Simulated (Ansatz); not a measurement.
```yaml
atoms:
  - { symbol: C, position_ang: [0.2827, -1.0881, 1.2905] }
  - { symbol: Si, position_ang: [0.6670, -0.0470, -0.1599] }
  - { symbol: F, position_ang: [2.1503, -0.1407, -0.6511] }
  - { symbol: Si, position_ang: [-0.7855, 0.8607, -1.4792] }
  - { symbol: S, position_ang: [0.0924, 1.9891, 0.0645] }
  - { symbol: H, position_ang: [-0.8004, -0.8730, 1.6022] }
  - { symbol: H, position_ang: [0.8996, -0.8171, 2.1436] }
  - { symbol: H, position_ang: [0.3822, -2.0965, 1.0687] }
  - { symbol: H, position_ang: [-2.2994, 0.7157, -1.1067] }
  - { symbol: H, position_ang: [-0.5058, 1.4457, -2.7696] }
```

These are results of SCF PBE, Gaussian basis (Ansatz 0.2.0), not measurements.

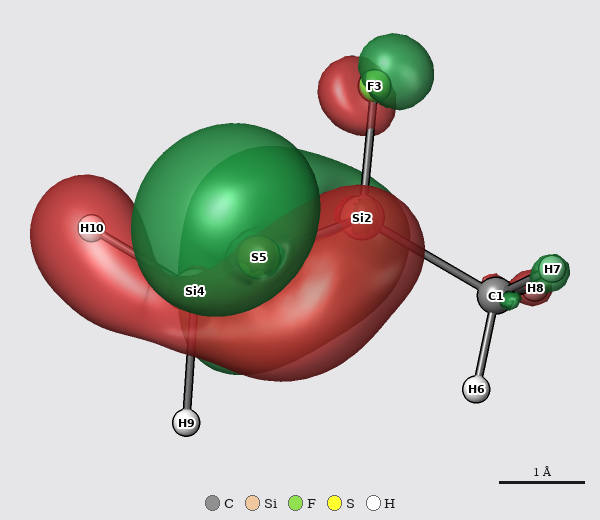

CH5FSSi2 (SMILES C[Si]1(F)[SiH2]S1). The HOMO−1 at ±0.1 Å⁻³ᐟ² (green and red are the two phases), seen across its widest extent.

### What is the character of this orbital?

By Hirshfeld shares it lies mainly on S5 (about 45 %), Si4 (about 25 %) and Si2 (about 20 %). Its energy is −6.24 eV.
